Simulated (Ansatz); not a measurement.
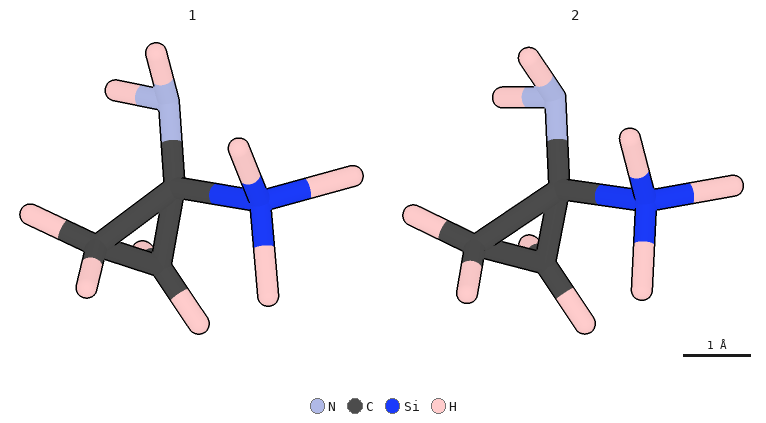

Two geometries of C3H9NSi, drawn at one scale. One is the start of a relaxation, the other its converged end. A stick model, seen from a free direction.

Theory: RKS PBE0-D4/STO-3G in Ansatz 0.2.0. Settings: no spin polarisation; force threshold 0.015 eV/Å; at most 40 steps.

> Which of the two is the end point?

Structure 2 is the relaxed one. The run prepares an end point of a later path (torsion) calculation, from a guessed geometry. Over 9 accepted moves (10 points after the start) the energy falls by 17.4 kcal/mol. Largest force component: 4.5 eV/Å at the start, 0.012 eV/Å at the end. The line search rejected the trial step at point 3 of the run. The forces were under the threshold at step 7, but the run went on from there. An H atom moves most after the best rigid fit: 0.26 Å. By element the largest moves are H 0.26 Å, N 0.10 Å, C 0.08 Å, Si 0.05 Å. Among the contacts that change: H–Si 1.540 → 1.443 Å, C–N 1.407 → 1.496 Å, C–C 1.447 → 1.518 Å, C–H 1.149 → 1.093 Å. Bond angles that change, for instance: C–N–H 115.3° → 105.7°, C–N–H 113.0° → 105.2°, Si–C–C 114.5° → 119.9°. The run took 29 s on 1 thread of Intel(R) Xeon(R) Platinum 8375C CPU @ 2.90GHz (Ice Lake) (shared host), peak memory 0.14 GiB.

Limits of the set-up: STO-3G is a minimal basis, so the numbers are rough.
